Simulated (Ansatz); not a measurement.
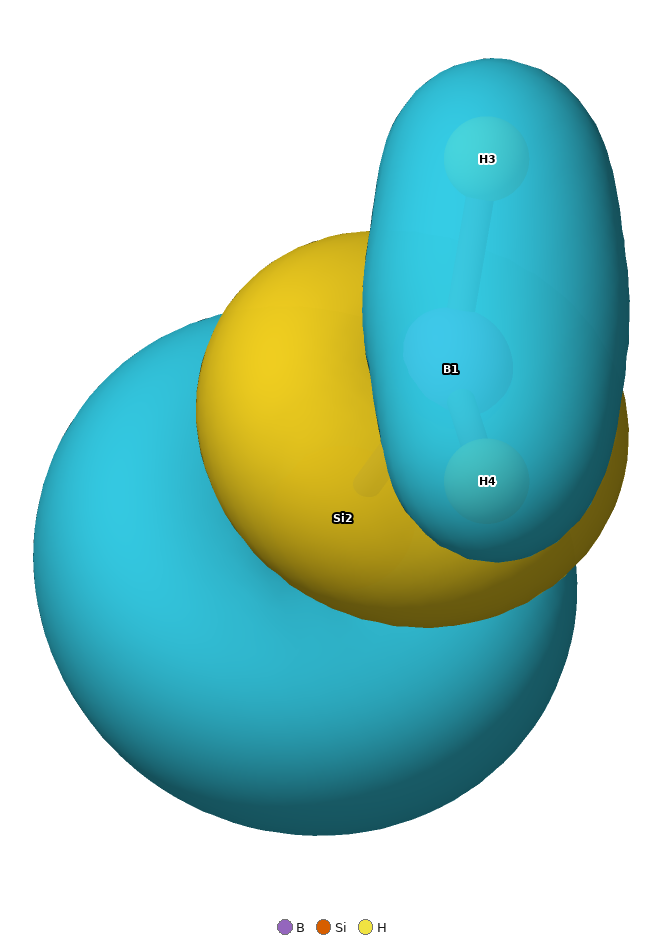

Figure 1: BH$_{2}$Si (SMILES B[Si]) (doublet). The HOMO−1 (α) at ±0.1 Å⁻³ᐟ² (yellow and cyan are the two phases), seen at an oblique angle.

Geometry: r2SCAN-D4/def2-TZVP.

Theory: isolated molecule in a Gaussian basis; Kohn-Sham density functional theory, functional PBE0 in Ansatz 0.2.0.

**What is the character of this orbital?**

Its weight (Hirshfeld) is mainly on Si2 (about 65 %) and B1 (about 25 %); it is symmetric in the molecular plane (an in-plane orbital: σ, lone-pair or in-plane π type). Its energy is −7.01 eV.
